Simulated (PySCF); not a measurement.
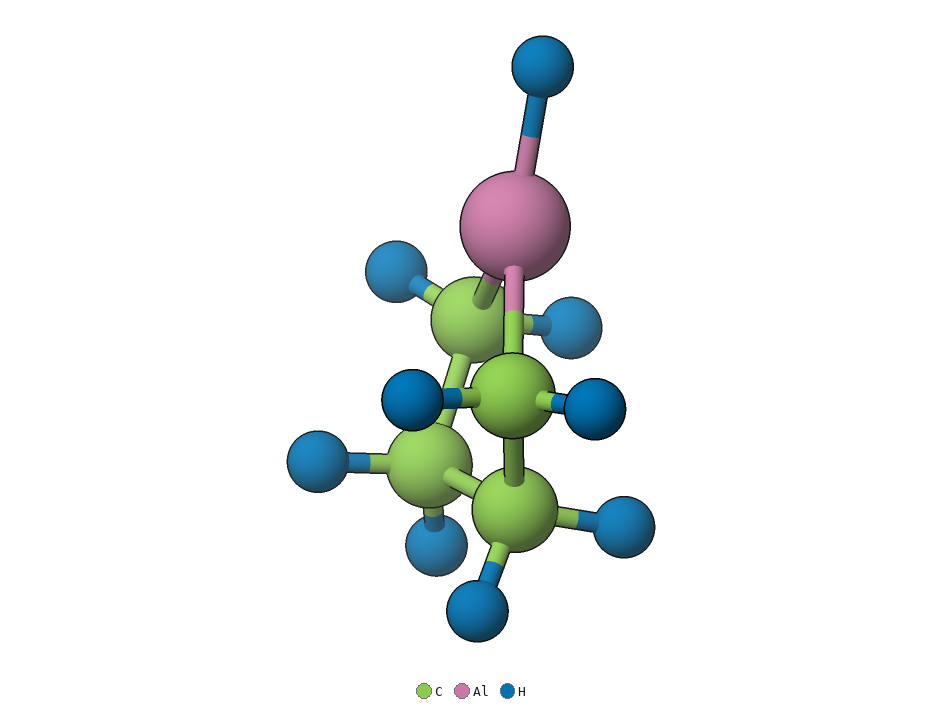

Rendered structure (ball-and-stick style). Every bond is drawn as one stick, whatever its order.

The geometry was computed by an optimisation with PBE0-D3(BJ)/def2-SVP. No frequency run is at hand to confirm it as a minimum.

Count the atoms of each element.

C₄H₉Al, 14 atoms: 4 carbon, 9 hydrogen and 1 aluminium.

Give the symmetry (Schoenflies symbol).

C2.

Count the bonded pairs by element.

8 C–H, 3 C–C, 2 C–Al, 1 Al–H.

More results for the same structure follow; atom numbers are the same in all pictures, views and colours differ.

## Geometry

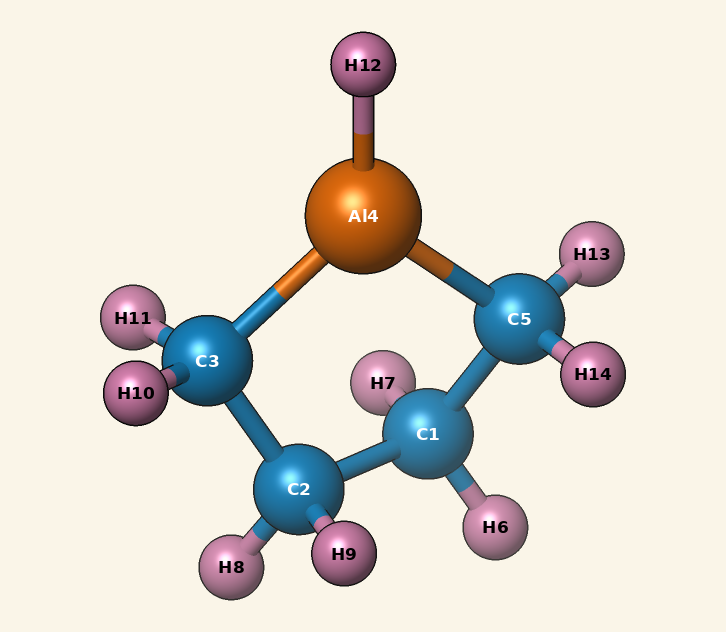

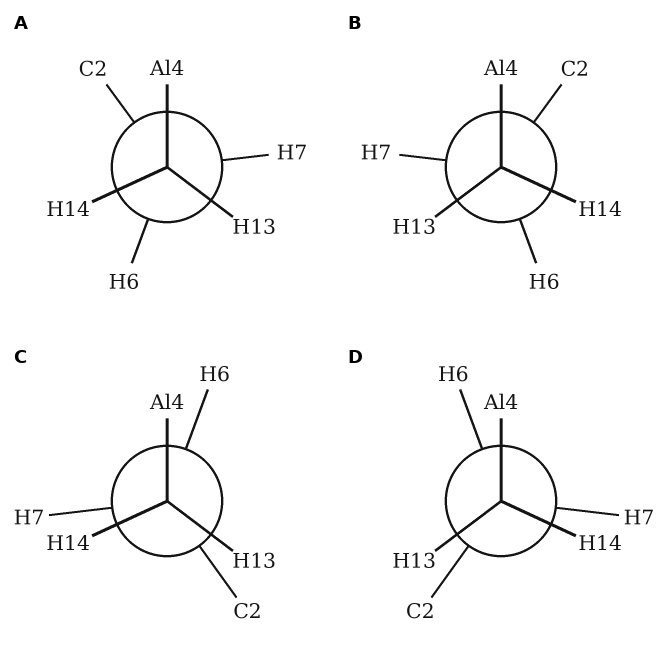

Distant atoms are faded towards the background colour. Bonds that would overlap in a projection are set slightly apart. No frequency run is at hand to confirm it as a minimum.

Which Newman projection shows the view along C5–C1, with C5 in front?

A. The torsion angle Al4–C5–C1–C2 is −36°, synclinal (gauche).

## Ring current

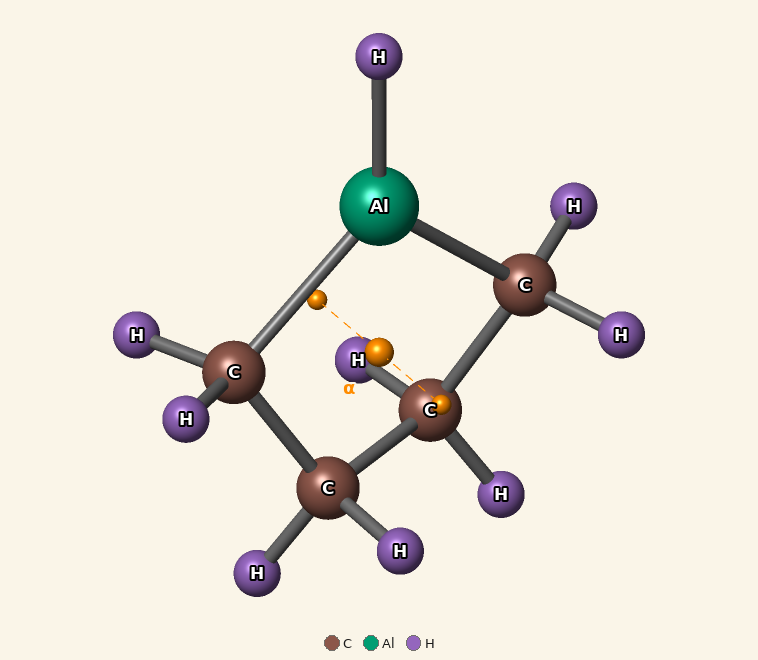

The small points mark where nucleus-independent chemical shifts (NICS) were computed: at the centre of each lettered ring and 1 Å above and below it. No frequency run is at hand to confirm it as a minimum. Properties computed with GIAO PBE0/pcSseg-1 NMR shielding, non-relativistic, IEF-PCM benzene (PySCF 2.14.0).

Give NICS(0), NICS(1) and the out-of-plane component NICS(1)zz for each ring (means of the two sides).

| ring | members | NICS(0) | NICS(1) | NICS(1)zz |
| --- | --- | --- | --- | --- |
| α | C4Al | −3.0 | −3.0 | −2.1 |

Values in ppm.

What do the values say about the ring currents?

Ring α: weak, as in a non-aromatic ring. NICS is one index among several.

## Levels of theory compared

No frequency run is at hand to confirm it as a minimum. Program: PySCF 2.14.0.

Compare HOMO–LUMO gap (eV) at these levels: BHandHLYP/aug-pcX-1 (pcseg-1 on H) (def2-SVPD on Al); PBE0/pcSseg-1 in benzene (IEF-PCM); ωB97X-D/def2-SVPD; ωB97X-D/def2-SVPD in benzene (IEF-PCM).

| level | HOMO–LUMO gap (eV) |
| --- | --- |
| BHandHLYP/aug-pcX-1 (pcseg-1 on H) (def2-SVPD on Al) | 7.85 |
| PBE0/pcSseg-1 in benzene (IEF-PCM) | 6.12 |
| ωB97X-D/def2-SVPD | 9.57 |
| ωB97X-D/def2-SVPD in benzene (IEF-PCM) | 9.69 |

## Charges

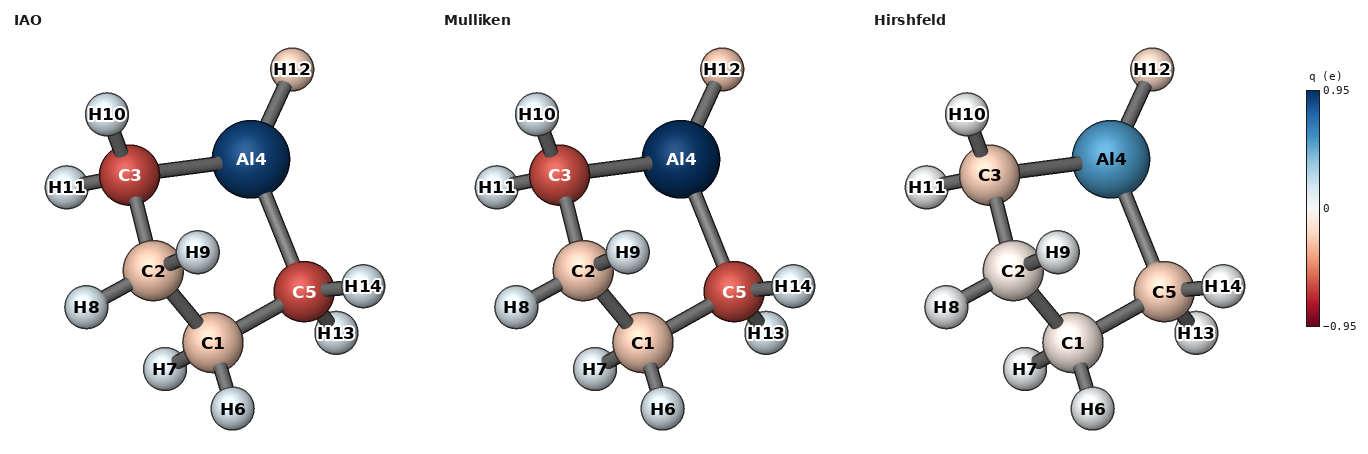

Atomic charges of one calculation by 3 schemes, on one colour scale. No frequency run is at hand to confirm it as a minimum. Computed with PBE0/pcSseg-1 in benzene (IEF-PCM) (PySCF 2.14.0).

On which atom do the schemes disagree most?

On C3 (from −0.62 to −0.23 e); C5 (from −0.62 to −0.23 e).

List the charges (e), one line for each set of equivalent atoms.

```
    atom    IAO  Mulliken  Hirshfeld
  C1, C2  −0.24     −0.24      −0.07
  C3, C5  −0.62     −0.61      −0.23
     Al4   0.89      0.93       0.55
  H6, H8   0.13      0.12       0.03
  H7, H9   0.12      0.11       0.03
H10, H13   0.14      0.13       0.03
H11, H14   0.14      0.13       0.03
     H12  −0.21     −0.24      −0.18
```

Mulliken values depend strongly on the basis set and can even reverse the polarity of a bond.
